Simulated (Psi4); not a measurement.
**doublet C2H2S+ at 4 levels**

Wanted: a comparison of 4 runs (U-wB97M-V/def2-SVPD, U-wB97X/def2-SVPD, UB3LYP/def2-SVPD, UM06-2X/def2-SVPD) of doublet C2H2S+. 

The calculation is run with Psi4 1.11.

1 further run of the same task is left out (set aside as unsound or not needed).

## 1. The molecule

C2H2S+ has 5 atoms, charge +1, and is taken as a doublet. SMILES of the parent species: `C#CS`. The shape is that of a PBE0-D4/def2-TZVP optimisation. That shape belongs to the parent species and isn't relaxed for this state.

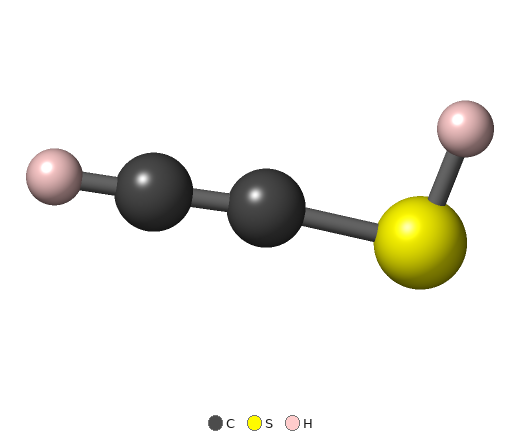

Viewed from a chosen angle; carbon dark grey, sulfur yellow, hydrogen pink.

## 2. A single-point energy at U-wB97M-V/def2-SVPD (run 1)

Contents of job.py:

```python
import psi4

psi4.set_memory(1600000000)
psi4.set_num_threads(1)
psi4.set_output_file('psi4.out', False)

mol = psi4.geometry("""
1 2
C     -1.196800    -0.342000     0.001900
C      0.000700    -0.223700     0.026100
S      1.678900    -0.197600     0.083400
H     -2.256800    -0.433400    -0.021800
H      1.823900     1.123100    -0.131000
symmetry c1
""")

options = {'basis': 'def2-SVPD', 'reference': 'uks', 'puream': True, 'e_convergence': 1e-09, 'd_convergence': 1e-08, 'scf_type': 'pk', 'dft_radial_points': 99, 'dft_spherical_points': 590, 'maxiter': 100}
psi4.set_options(options)

E, wfn = psi4.energy("wb97m-v", return_wfn=True)
print(f'total energy {E:.8f} hartree = {E * 27.211386:.5f} eV')
```

On the command line:

```
$ python job.py
```

psi4.out:

```text
[...]
  Running in c1 symmetry.
[...]
  Nuclear repulsion =   78.999381575899974
[...]
  Multiplicity = 2
[...]
  Nalpha       = 15
  Nbeta        = 14
[...]
    Number of basis functions: 83
[...]
   @UKS iter   1:  -474.84806517029523   -8.59491e-02   4.53212e-03 ADIIS/DIIS
[...]
   @UKS iter  15:  -474.94632819261125   -2.95586e-12   6.14986e-09 DIIS
[...]
   @S^2 Observed:                7.669537134E-01
[...]
    Orbital Energies [Eh]
    ---------------------
    Alpha Occupied:
       1A    -89.520374     2A    -10.667125     3A    -10.663399
       4A     -8.464126     5A     -6.379683     6A     -6.378500
       7A     -6.374130     8A     -1.218857     9A     -1.130581
      10A     -0.907873    11A     -0.858142    12A     -0.774498
      13A     -0.736819    14A     -0.657670    15A     -0.626263
    Alpha Virtual:
      16A     -0.174717    17A     -0.142870    18A     -0.134914
      19A     -0.123470    20A     -0.080839    21A     -0.069127
      22A     -0.065471    23A     -0.055629    24A     -0.036976
      25A     -0.012278    26A      0.002963    27A      0.035028
[...]
  @UKS Final Energy:  -474.94632819261125
   => Energetics <=
    Nuclear Repulsion Energy =             78.9993815758999745
    One-Electron Energy =                -800.6537987792574995
    Two-Electron Energy =                 274.2542313130877574
    DFT Exchange-Correlation Energy =     -27.6662331529246970
    Empirical Dispersion Energy =           0.0000000000000000
    VV10 Nonlocal Energy =                  0.1200908505832345
    Total Energy =                       -474.9463281926112472
[...]
 Multipole Moments:
 ------------------------------------------------------------------------------------
     Multipole            Electronic (a.u.)      Nuclear  (a.u.)        Total (a.u.)
 ------------------------------------------------------------------------------------
 L = 1.  Multiply by 2.5417464519 to convert [e a0] to [Debye]
 Dipole X            :          1.1778639           -1.6366175           -0.4587536
 Dipole Y            :         -0.6525292            1.0482953            0.3957661
 Dipole Z            :          0.1517849           -0.2344416           -0.0826567
 Magnitude           :                                                    0.6114882
[...]
```

Standard output:

```text
total energy -474.94632819 hartree = -12923.94787 eV
```

It took 59 s on 1 thread of AMD EPYC 9R45 (Zen 5), shared host; peak memory 1.1 GiB.

## 3. Energy and forces at U-wB97X/def2-SVPD (run 2)

Contents of calc.in:

```
memory 1600 MB

molecule m {
  1 2
  C     -1.196800    -0.342000     0.001900
  C      0.000700    -0.223700     0.026100
  S      1.678900    -0.197600     0.083400
  H     -2.256800    -0.433400    -0.021800
  H      1.823900     1.123100    -0.131000
  units angstrom
  symmetry c1
}

set basis def2-SVPD
set reference uks
set puream true
set e_convergence 1e-09
set d_convergence 1e-08
set scf_type pk
set dft_radial_points 99
set dft_spherical_points 590
set maxiter 100

e_tot, wfn = gradient("wb97x", return_wfn=True)
oeprop(wfn, "WIBERG_LOWDIN_INDICES", "MULLIKEN_CHARGES", "LOWDIN_CHARGES", title="WB97X")
print_variables()
```

On the command line:

```
$ psi4 -n 1 calc.in calc.out
```

calc.out, cut to the lines that bear on the results:

```text
[...]
  Running in c1 symmetry.
[...]
  Nuclear repulsion =   78.999381575899974
[...]
  Multiplicity = 2
[...]
  Nalpha       = 15
  Nbeta        = 14
[...]
    Number of basis functions: 83
[...]
   @UKS iter   1:  -474.87434105704244   -1.08116e-01   4.48435e-03 ADIIS/DIIS
[...]
   @UKS iter  17:  -474.97172127827849   -1.47793e-12   5.77802e-09 DIIS
[...]
   @S^2 Observed:                7.743965179E-01
[...]
  @UKS Final Energy:  -474.97172127827849
   => Energetics <=
    Nuclear Repulsion Energy =             78.9993815758999745
    One-Electron Energy =                -800.7440262707909824
    Two-Electron Energy =                 274.1046101250967126
    DFT Exchange-Correlation Energy =     -27.3316867084841988
    Empirical Dispersion Energy =           0.0000000000000000
    VV10 Nonlocal Energy =                  0.0000000000000000
    Total Energy =                       -474.9717212782784941
[...]
 Multipole Moments:
 ------------------------------------------------------------------------------------
     Multipole            Electronic (a.u.)      Nuclear  (a.u.)        Total (a.u.)
 ------------------------------------------------------------------------------------
 L = 1.  Multiply by 2.5417464519 to convert [e a0] to [Debye]
 Dipole X            :          1.1763541           -1.6366175           -0.4602635
 Dipole Y            :         -0.6287513            1.0482953            0.4195440
 Dipole Z            :          0.1477734           -0.2344416           -0.0866682
 Magnitude           :                                                    0.6287853
[...]
  -Total Gradient:
     Atom            X                  Y                   Z
    ------   -----------------  -----------------  -----------------
       1        0.040759849526     0.003578493116     0.000902797673
       2       -0.085437360461    -0.005785801279    -0.002175957824
       3        0.030496744151     0.009139698911    -0.000399055448
       4        0.014876847688     0.001543661741     0.000287467745
       5       -0.000544704426    -0.008506479112     0.001395378717
[...]
  Mulliken Charges: (a.u.)
   Center  Symbol    Alpha    Beta     Spin     Total
       1     C     3.63155  3.08898  0.54257 -0.72053
       2     C     2.27011  2.40910 -0.13899  1.32078
       3     S     8.32708  7.69455  0.63253 -0.02163
       4     H     0.47204  0.47517 -0.00313  0.05279
[...]
```

Run time: 17 s. Hardware: 1 thread of AMD EPYC 9R45 (Zen 5), shared host; peak memory 0.96 GiB.

Run 3 isn't shown in full; the table further down has it.

## 4. The energy at UM06-2X/def2-SVPD (run 4)

Contents of c2h2s.py:

```python
import psi4

psi4.set_memory(1600000000)
psi4.set_num_threads(1)
psi4.set_output_file('c2h2s.out', False)

molecule = psi4.geometry("""
1 2
C     -1.196800    -0.342000     0.001900
C      0.000700    -0.223700     0.026100
S      1.678900    -0.197600     0.083400
H     -2.256800    -0.433400    -0.021800
H      1.823900     1.123100    -0.131000
symmetry c1
no_reorient
no_com
""")

options = {'reference': 'uks', 'puream': True, 'e_convergence': 1e-09, 'd_convergence': 1e-08, 'scf_type': 'pk', 'dft_radial_points': 99, 'dft_spherical_points': 590, 'maxiter': 100}
psi4.set_options(options)

energy_value = psi4.energy('m06-2x/def2-SVPD', molecule=molecule)
print('E =', round(energy_value, 9))
```

On the command line:

```
$ python c2h2s.py
```

c2h2s.out:

```text
[...]
  Running in c1 symmetry.
[...]
  Nuclear repulsion =   78.999381575899974
[...]
  Multiplicity = 2
[...]
  Nalpha       = 15
  Nbeta        = 14
[...]
    Number of basis functions: 83
[...]
   @UKS iter   1:  -474.82499941725069    5.51510e-02   5.15389e-03 ADIIS/DIIS
[...]
   @UKS iter  14:  -474.94605464654239   -4.32010e-12   6.60506e-09 DIIS
[...]
   @S^2 Observed:                7.688783159E-01
[...]
    Orbital Energies [Eh]
    ---------------------
    Alpha Occupied:
       1A    -90.255261     2A    -10.862409     3A    -10.856679
       4A     -8.610421     5A     -6.536243     6A     -6.532218
       7A     -6.529193     8A     -1.191577     9A     -1.101504
      10A     -0.874928    11A     -0.820649    12A     -0.737952
      13A     -0.699317    14A     -0.621875    15A     -0.591455
    Alpha Virtual:
      16A     -0.217061    17A     -0.185133    18A     -0.167078
      19A     -0.164020    20A     -0.107679    21A     -0.093514
      22A     -0.088586    23A     -0.086729    24A     -0.067822
      25A     -0.047143    26A     -0.024951    27A      0.003997
[...]
  @UKS Final Energy:  -474.94605464654239
   => Energetics <=
    Nuclear Repulsion Energy =             78.9993815758999745
    One-Electron Energy =                -800.7565836599751492
    Two-Electron Energy =                 264.3379546152236799
    DFT Exchange-Correlation Energy =     -17.5268071776908947
    Empirical Dispersion Energy =           0.0000000000000000
    VV10 Nonlocal Energy =                  0.0000000000000000
    Total Energy =                       -474.9460546465423931
[...]
 Multipole Moments:
 ------------------------------------------------------------------------------------
     Multipole            Electronic (a.u.)      Nuclear  (a.u.)        Total (a.u.)
 ------------------------------------------------------------------------------------
 L = 1.  Multiply by 2.5417464519 to convert [e a0] to [Debye]
 Dipole X            :        -35.5570591           36.3827081            0.8256491
 Dipole Y            :         11.0893945          -11.0853224            0.0040721
 Dipole Z            :         -2.5416974            2.5503744            0.0086770
 Magnitude           :                                                    0.8257047
[...]
```

Standard output:

```text
E = -474.946054647
```

Run time: 26 s. Hardware: 1 thread of AMD EPYC 9R45 (Zen 5), shared host; peak memory 1.1 GiB.

## 5. All runs side by side

| run | level | task | energy (Eh) | HOMO energy (eV) | LUMO energy (eV) | ⟨S²⟩ | wall time |
| --- | --- | --- | --- | --- | --- | --- | --- |
| 1 | U-wB97M-V/def2-SVPD | energy | -474.946328 | -17.04 | -9.70 | 0.767 | 59 s |
| 2 | U-wB97X/def2-SVPD | gradient | -474.971721 | -17.40 | -9.60 | 0.774 | 17 s |
| 3 | UB3LYP/def2-SVPD | gradient | -475.023363 | -14.76 | -11.92 | 0.761 | 14 s |
| 4 | UM06-2X/def2-SVPD | energy | -474.946055 | -16.09 | -10.87 | 0.769 | 26 s |

## 6. Results

```
                                 quantity          value
                      run 4: total energy  -474.94605 Eh
run 4: HOMO energy (highest over α and β)      -16.09 eV
 run 4: LUMO energy (lowest over α and β)      -10.87 eV
                              run 4: ⟨S²⟩          0.769
```

Totals of different functionals can't be ranked against each other. All runs together took 1.9 min, the longest 59 s.
